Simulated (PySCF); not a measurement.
# WCl3: structure of the doublet

The task is one start of a wider search on WCl3: the doublet, from a trigonal pyramidal start. It is relaxed, tested by its Hessian and followed downhill if it is a saddle.

Computed with PySCF 2.14.0. Level: PBE0, basis W def2-TZVP with ECP60, Cl def2-TZVP, scalar-relativistic core potentials, no spin–orbit coupling, density fitting.

## Step 1: Starting geometry

4 atoms, charge 0, spin multiplicity 2.

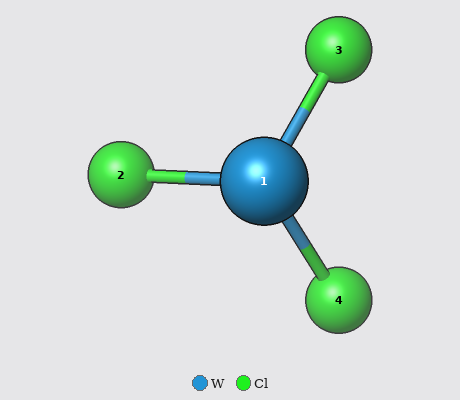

The starting geometry (tungsten blue, chlorine green); atoms are numbered from 1 in the order of the file.

Z-matrix (Å, degrees; charge 0 multiplicity 2):
```
W
Cl 1 2.3601
Cl 1 2.3600 2 99.75
Cl 1 2.3600 2 99.75 3 -101.77
```

## Step 2: First SCF at the start

One driver script runs all steps and calls PySCF; scf.py shows how it sets up the SCF of each step. The optimiser is the driver's own. After this first run the driver tries any further starts and a stability analysis.

File scf.py:

```python
from pyscf import gto, scf, dft
mol = gto.M(atom='''
W      0.000000     0.000000     0.000000
Cl     2.083800     0.000000     1.108000
Cl    -1.041900     1.804600     1.108000
Cl    -1.041900    -1.804600     1.108000''',
    basis={'W': 'def2-TZVP', 'Cl': 'def2-TZVP'},
    ecp={'W': 'def2-TZVP'},
    charge=0, spin=1)
mf = dft.UKS(mol, xc='PBE0')
mf.grids.atom_grid = (50, 194)
aux = {'W': 'def2-universal-JKFIT', 'Cl': 'def2-universal-JKFIT'}
mf = mf.density_fit(auxbasis=aux)
mf.conv_tol = 1e-08
mf.diis_space = 10
mf.max_cycle = 60
mf.init_guess = 'minao'
mf.verbose = 4
mf.kernel()
```

The run is started by

```bash
$ OMP_NUM_THREADS=4 python axn.py task.json out
```

After this run come: Relaxing the doublet from the trigonal pyramidal start; Releasing the symmetry; Frequencies.

What does the calculation give? Wanted: minimum; geometry; wavenumbers; dipole moment; highest occupied, lowest empty level; polar-tensor charge of W1; zero-point energy; atomisation energy; ⟨S²⟩.

**Answer**, as computed:

| quantity | value |
| --- | --- |
| minimum | broken-symmetry (Ms = 1/2), Cs |
| geometry | W–Cl 2.228 Å, W–Cl 2.235 Å (×2); Cl–W–Cl 116.3°, Cl–W–Cl 121.7° (×2) |
| wavenumbers (cm⁻¹) | 77 (a''), 81 (a'), 98 (a'), 398 (a'), 413 (a''), 429 (a') |
| dipole moment | 0.33 D |
| highest occupied, lowest empty level (either spin) | -6.32, -3.10 eV |
| polar-tensor charge of W1 | +1.50 e |
| zero-point energy | 8.9 kJ/mol |
| entropy at 298.15 K | 365.0 J/(mol K) |
| atomisation energy (no zero-point energy) | 1240 kJ/mol |
| ⟨S²⟩ | 1.615 |

**Reading.** The trigonal pyramidal start (C3v) ends in a minimum of Cs symmetry. The determinant is spin-contaminated (⟨S²⟩ = 1.62 against 0.75), so it is no pure spin state. In the infrared the band at 413 cm⁻¹ (a'', stretch) leads. The first SCF alone would have been 67 kJ/mol too high. Other starts or spin states, not run here, may lie lower. One determinant may miss the lowest occupation of an open d or f shell. With an element this heavy the missing spin–orbit coupling can shift these numbers.
